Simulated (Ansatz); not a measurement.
**C3H11AlN (charge +1): density, localisation and related maps**

Input file:

```
basis:
  gaussian: {orbitals: def2-SVPD}
crystal:
  periodic: [false, false, false]
  atoms:
    - {symbol: C, position_ang: [-0.352332, -1.616245, 2.973046]}
    - {symbol: C, position_ang: [0.507931, -2.891010, -0.723659]}
    - {symbol: C, position_ang: [0.104709, 0.709617, -0.252877]}
    - {symbol: Al, position_ang: [-0.052020, -1.200390, 0.043797]}
    - {symbol: "N", position_ang: [-1.169232, -1.542813, 1.705066]}
    - {symbol: H, position_ang: [-0.999410, -1.800950, 3.832864]}
    - {symbol: H, position_ang: [0.370253, -2.429896, 2.884132]}
    - {symbol: H, position_ang: [0.172470, -0.669192, 3.113511]}
    - {symbol: H, position_ang: [-1.694605, -2.417658, 1.608406]}
    - {symbol: H, position_ang: [-1.875578, -0.808650, 1.818205]}
    - {symbol: H, position_ang: [1.212120, -2.729380, -1.547516]}
    - {symbol: H, position_ang: [1.001192, -3.544978, 0.006834]}
    - {symbol: H, position_ang: [-0.343914, -3.451924, -1.131504]}
    - {symbol: H, position_ang: [0.460299, 1.248426, 0.634779]}
    - {symbol: H, position_ang: [0.806685, 0.919944, -1.067637]}
    - {symbol: H, position_ang: [-0.859237, 1.155650, -0.533234]}
total_charge: 1
hamiltonian: {xc: pbe0}
output: {forces: true, orbitals: {seedname: orbitals}}
```

Run with:

```sh
ansatz run input.yaml --threads 2 --pin off --max-ram 4350MiB --events-out events.jsonl --progress --plain --runs-dir runs
```

Geometry: B3LYP/6-31G*.

These are results of isolated molecule in a Gaussian basis; Kohn-Sham density functional theory, functional PBE0 in Ansatz, not measurements.

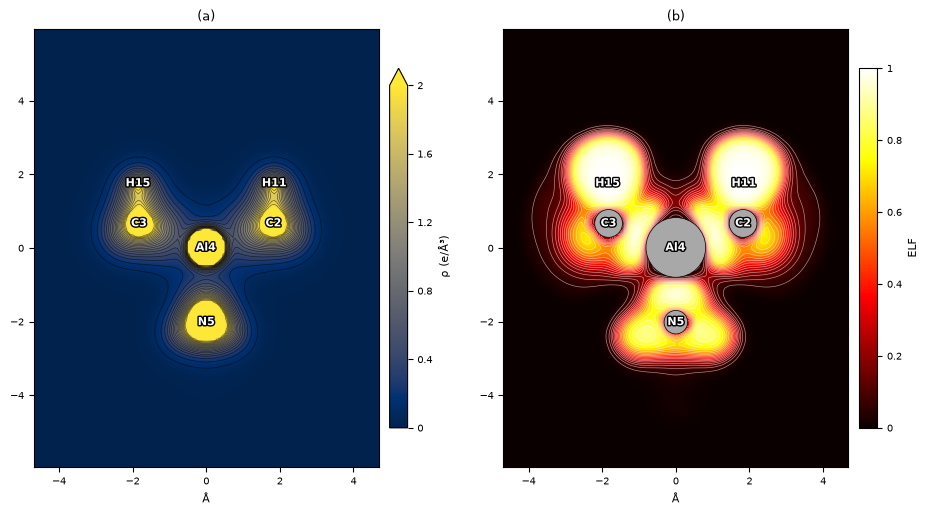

Figure 1. (a) total electron density; (b) electron localisation function on the plane of atoms C2, Al4 and C3. Grey discs cover the atomic cores in the ELF map.

What do the fields say about this system?

- The plane passes through C, Al, N and H nuclei.
- C–Al (1.94 Å): ρ is about 0.74 e/Å³ halfway; the ELF peaks at about 0.95 between the atoms, as expected for a shared but strongly polarised pair.
- Al–N (2.03 Å): ρ is about 0.54 e/Å³ halfway; the ELF peaks at about 0.95 between the atoms; a polar covalent bond.
- C–H (1.10 Å): the density is about 1.9 e/Å³ at the midpoint; the ELF climbs to about 1 towards the hydrogen, as it does in any bond to H; a covalent bond by its length.

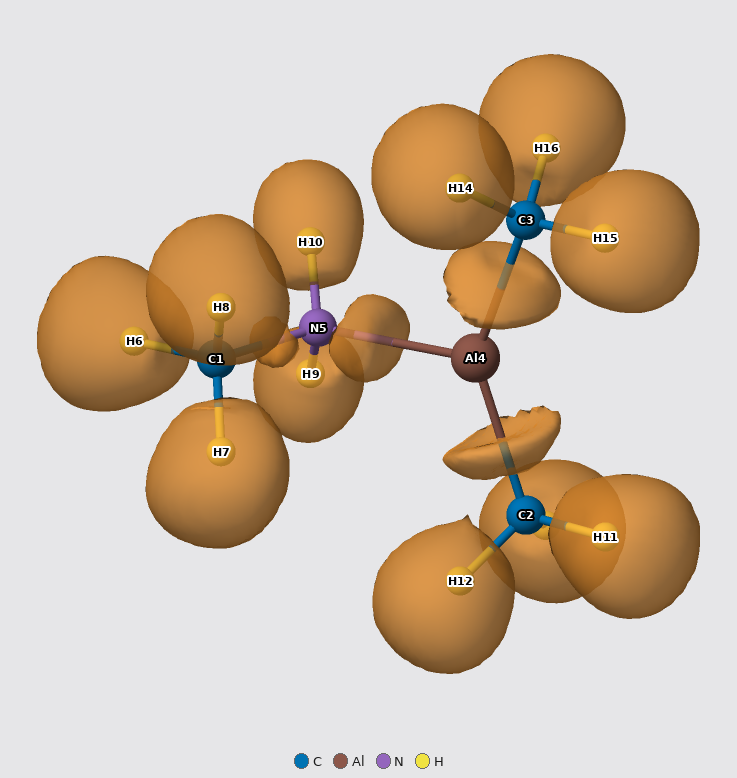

Figure 2. Isosurface of the ELF at 0.85 (orange), seen at a tilt. Core shells and regions of very low density are left out.

Where are the electrons localised?

At this value the surface marks out two regions between bonded Al–C atoms (shared pairs), one region between bonded C–N atoms (shared pairs), eleven regions around hydrogen nuclei and one lobe of the valence shell of N pointing towards Al.


C–N (1.51 Å): the ELF peaks at about 0.95 between the atoms; a shared electron pair.

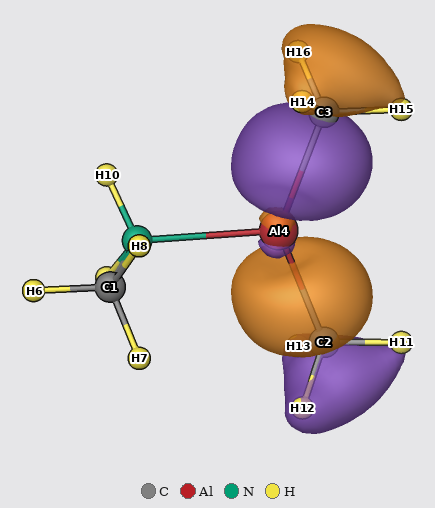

Figure 3. One frontier orbital at ±0.15 Å⁻³ᐟ² (orange and purple are the two phases), seen at a tilt.

Which orbital is it: HOMO or LUMO?

The HOMO, at −12.56 eV. Its weight (Hirshfeld) is mainly on C2 (about 30 %), C3 (about 30 %) and Al4 (about 20 %).
